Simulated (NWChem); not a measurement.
**How basis sets differ on AlH2SBr (SMILES [SH][AlH][Br])**

The species is AlH2SBr (5 atoms), meant as a singlet with charge 0. As SMILES, `[SH][AlH][Br]`. The coordinates come from a PBE0-D4/def2-TZVP relaxation. This is one conformer, not always the lowest.

| atom | x (Å) | y (Å) | z (Å) |
| --- | --- | --- | --- |
| S | -1.6728 | -0.0065 | 0.2974 |
| Al | 0.4916 | 0.1256 | 0.3909 |
| Br | 1.6878 | -0.3585 | -1.4561 |
| H | -1.6667 | -0.3832 | -0.9935 |
| H | 1.2100 | 0.5488 | 1.7199 |

Each level gives the dipole moment (D). The values are calculated.

| level | kind | program | value (D) |
| --- | --- | --- | --- |
| HF/STO-3G | Hartree–Fock | NWChem | 1.48 |
| HF/3-21G | Hartree–Fock | NWChem | 0.70 |
| HF/pcseg-1 | Hartree–Fock | NWChem | 0.34 |
| HF/def2-SVP | Hartree–Fock | NWChem | 0.14 |

All-electron rows without a relativistic Hamiltonian named are non-relativistic. The values span 0.14 to 1.48 D. Magnitudes only. Sets without polarisation functions give poor dipoles.

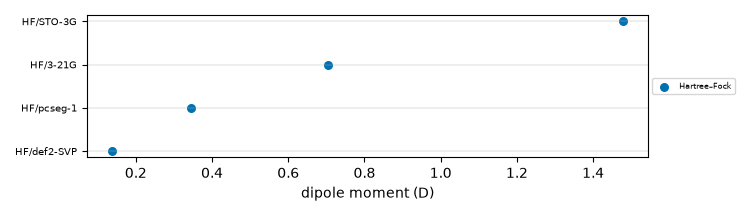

The values of the table, level by level.
